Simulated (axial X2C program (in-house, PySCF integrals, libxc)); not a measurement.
# Run report: GaH⁺, relativistic diatomic calculation

System: GaH⁺. The reference is closed-shell GaH; the roots are the vertical energies to take an electron from it, which leaves states of GaH⁺. The distance is the PBE0 minimum at charge 0.
Method: EOM-IP-CCSD, two-component X2C with atomic mean-field Coulomb and Gaunt terms, Ga dyall-cv3z, H dyall-v3z (cores contracted) (axial X2C program (in-house, PySCF integrals, libxc)).

**Log**
```
two-component X2C + atomic mean field  HF
basis functions 125  fitting functions 720  grid points 5073
iter        total energy     max residual
   1      -1942.182198670     1.71e-01
   2      -1942.202518032     1.11e-02
   3      -1942.203292679     1.29e-02
   4      -1942.203827325     8.92e-04
   5      -1942.203856744     2.86e-04
   6      -1942.203859558     3.74e-05
   7      -1942.203859694     1.18e-05
   8      -1942.203859710     4.70e-06
   9      -1942.203859712     3.13e-06
  10      -1942.203859714     1.19e-06
converged
one-electron -2727.77303460  Coulomb 851.28091497  exact exchange -74.85524382  xc functional 0.00000000  nuclear repulsion 9.78788397  atomic mean-field constant -0.64438023
correlated 14  virtual 192  natural virtual 92  E(MP2) -0.558344576  MP2 remainder -0.040031122
iter   CCSD correlation   residual
   1     -0.476906713   1.33e-01
   2     -0.492872946   5.14e-02
   3     -0.494211795   2.11e-02
   4     -0.493861759   4.70e-03
   5     -0.493971698   1.39e-03
   6     -0.493970486   2.68e-04
   7     -0.493965880   9.55e-05
   8     -0.493967004   4.38e-05
   9     -0.493966456   2.50e-05
  10     -0.493966986   1.18e-05
  11     -0.493966622   5.61e-06
  12     -0.493966678   2.31e-06
  13     -0.493966668   9.27e-07
(T) -0.012398946135512687  T1 0.0198  D1 0.0423  max T2 0.086
EOM-IP-CCSD roots
2*Omega      energy/Eh   energy/eV  one-particle weight
    1       0.31289481      8.5143      0.959
    1       0.50259230     13.6762      0.848
    1       0.51662127     14.0580      0.004
    1       0.62756224     17.0768      0.000
    3       0.52427266     14.2662      0.000
    3       0.63343240     17.2366      0.000
    3       0.73940530     20.1202      0.000
    5       0.63662291     17.3234      0.000
```

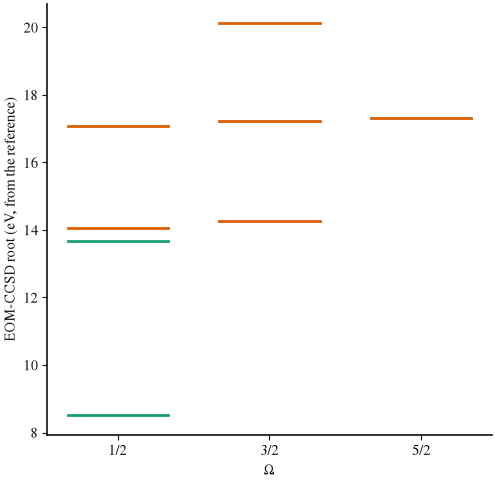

Figure 1. EOM-CCSD roots by Ω at 1.68 Å; roots whose one-particle weight is under 0.8 have the second colour. The lowest has Ω = 1/2 and lies at 8.514 eV, with one-particle weight 0.96. 6 of the 8 roots are less well described at this level.

**Input file**
```
{"zs": [31, 1], "q": 1, "bas": ["dyall-cv3z", "dyall-v3z"], "r0": 1.56, "eom": "ip", "rq": 0, "thr": -2.0, "nmax": 95, "grid": [1, 0.96, 1.045, 0.92, 1.09, 1.15]}
```

The line is the task of a batch: nuclear charges, charge, bases, a first guess of the distance and further settings. This report covers the levels named above. The log is that of the reference distance 1.676 Å.

Launched within a batch (the task file carries these settings):
```bash
python <driver script> task.json out
```

**Summary**

- outcome: converged
- HF energy of the reference GaH: −1942.20386 hartree
- MP2 energy of the reference GaH: −1942.76220 hartree
- CCSD energy of the reference GaH (with the MP2 share of the virtual spinors left out of the coupled-cluster step): −1942.73786 hartree
- CCSD(T) energy of the reference GaH: −1942.75026 hartree
- T1 diagnostic (spinor form; for a closed shell √2 times the usual value): 0.020
- hardware: 1 thread of AMD EPYC (Zen 5), 160 GiB of memory available, shared host
- wall time: 4.8 s
- peak memory: 0.84 GiB
